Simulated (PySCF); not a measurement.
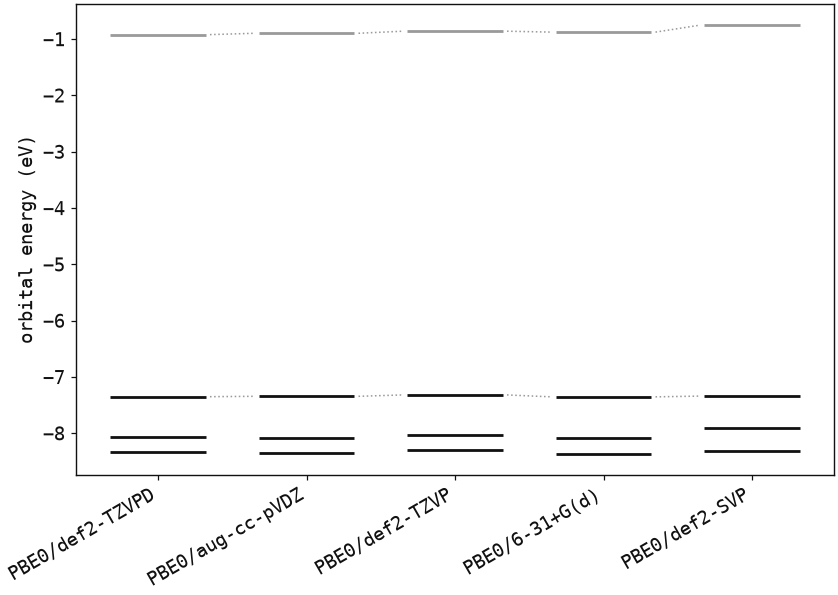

Frontier orbital energies of C₃H₃NS (thiazole), SMILES c1cscn1 at one geometry, PySCF, at a PBE0-D3(BJ)/def2-SVP geometry (no frequency check). Empty levels are grey, levels within 0.1 eV stand side by side; all columns show the same few orbitals around the gap. Dotted lines join the HOMOs and the LUMOs.

### Compare the HOMO-LUMO separations.

The separation grows from 6.43 eV (PBE0/def2-TZVPD) to 6.59 eV (PBE0/def2-SVP).

```
           level  HOMO (eV)  LUMO (eV)  separation (eV)
 PBE0/def2-TZVPD      −7.35      −0.92             6.43
PBE0/aug-cc-pVDZ      −7.34      −0.90             6.45
  PBE0/def2-TZVP      −7.32      −0.86             6.46
  PBE0/6-31+G(d)      −7.35      −0.88             6.48
   PBE0/def2-SVP      −7.34      −0.75             6.59
```

Caveats, for all or some of the runs: empty levels above zero depend strongly on the basis.
